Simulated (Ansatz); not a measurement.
BrF2HOTi

Input file:

```
crystal:
  periodic: [false, false, false]
  atoms:
    - { symbol: Ti, position_ang: [-1.15294, 0.098907, 0.665996] }
    - { symbol: Br, position_ang: [2.439145, 0.167412, -1.307838] }
    - { symbol: O, position_ang: [-0.574829, -1.273634, 0.037536] }
    - { symbol: H, position_ang: [1.410727, -0.844751, -0.970936] }
    - { symbol: F, position_ang: [-1.836884, 1.20712, -0.542571] }
    - { symbol: F, position_ang: [-0.285119, 0.644946, 2.117812] }
basis:
  gaussian: { orbitals: def2-SVP }
hamiltonian:
  xc: pbe
  dispersion: d4
relax:
  f_tol: 0.03
  max_steps: 50
output:
  orbitals: {}
```

Launched as:

```sh
ansatz run input.yaml --threads 2 --pin off --max-ram 3072MiB --backend cpu --events-out ev --progress --plain --runs-dir out
```

The fields are those of the relaxed geometry.

Computed with Ansatz 0.2.0, RKS PBE-D4/def2-SVP.

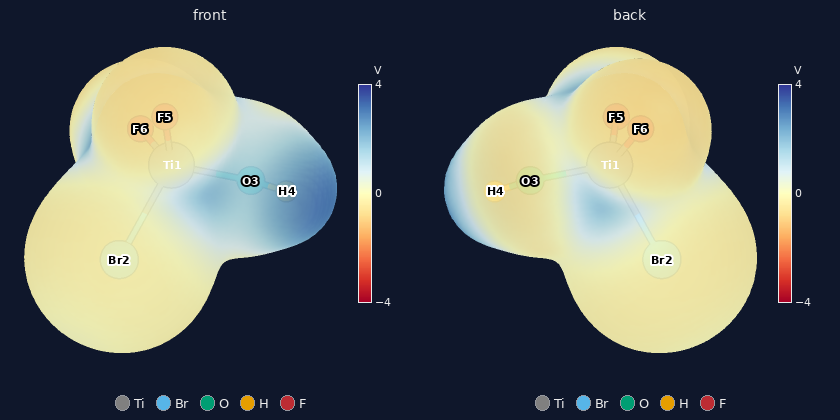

Figure 1. The molecular electrostatic potential painted on the density surface at 0.002 e/bohr³, seen from the front and from behind; the colour scale runs from red (negative) to blue (positive).

Describe the electrostatic potential map.

The most negative region (about −0.8 V) lies over F6, the most positive (about +3.1 V) over H4.

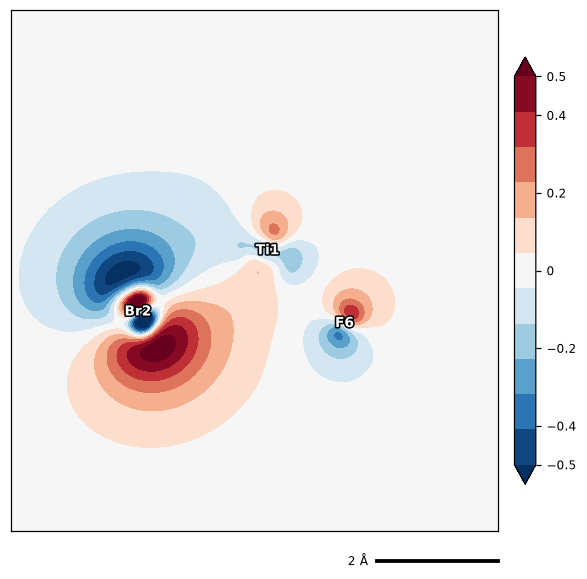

Figure 2. The HOMO−1 on the plane of atoms Br2, Ti1 and F6 (values in Å⁻³ᐟ²; the overall sign is arbitrary).

Where does this orbital lie, and at what energy?

Its weight (Hirshfeld) is mainly on Br2 (about 85 %) and Ti1 (about 10 %); largely a lone pair of Br2. Its energy is −7.43 eV.

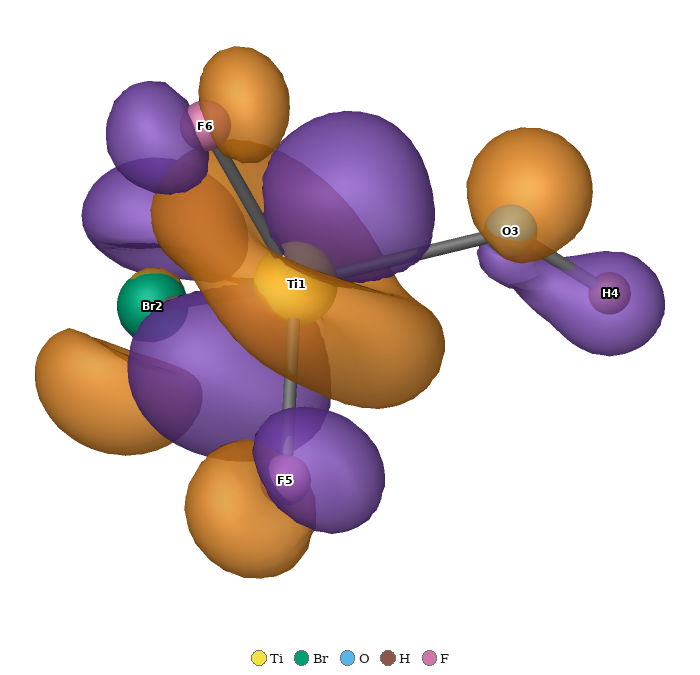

Figure 3. The LUMO at ±0.1 Å⁻³ᐟ² (orange and purple are the two phases), seen from one side.

Where does this orbital lie, and at what energy?

Its weight (Hirshfeld) is mainly on Ti1 (about 75 %) and F5 (about 10 %). Its energy is −3.70 eV.
